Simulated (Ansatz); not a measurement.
```xyz
4

Cl   -1.5356   -0.5973    1.0355
Si    0.1185    0.3975    0.3171
Cl    1.7055   -0.9116    0.2189
Cl   -0.2884    1.1114   -1.5715
```

Method: Ansatz, UKS PBE0-D4/def2-SVP.

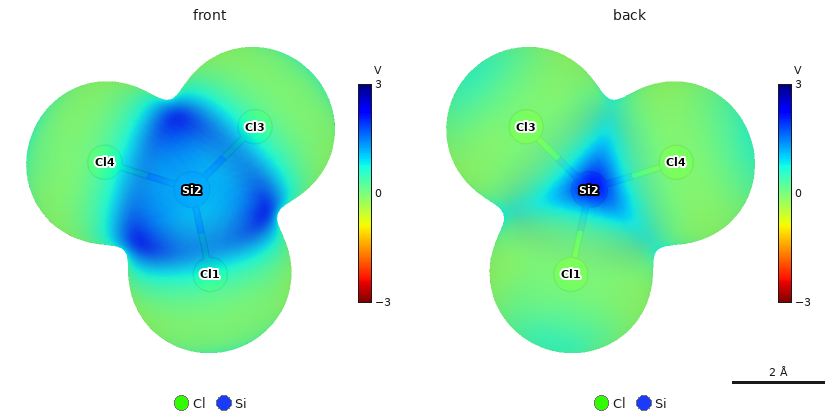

Cl$_{3}$Si (SMILES Cl[Si](Cl)Cl) (doublet). The electrostatic potential painted on the density surface at 0.004 e/bohr³, seen from the front and from behind; the colour scale runs from red (negative) to blue (positive).

Question: Where is the surface potential most negative and most positive?

Answer: The most negative region (about −0.1 V) lies over Cl1, Cl3 and Cl4, the most positive (about +2.0 V) over Si2. Cl1 shows a σ-hole: about +0.5 V at the tip opposite its bond, against about 0.0 V on its flanks. Cl3 shows a σ-hole: about +0.5 V at the tip opposite its bond, against about 0.0 V on its flanks. Cl4 shows a σ-hole: about +0.5 V at the tip opposite its bond, against about 0.0 V on its flanks.
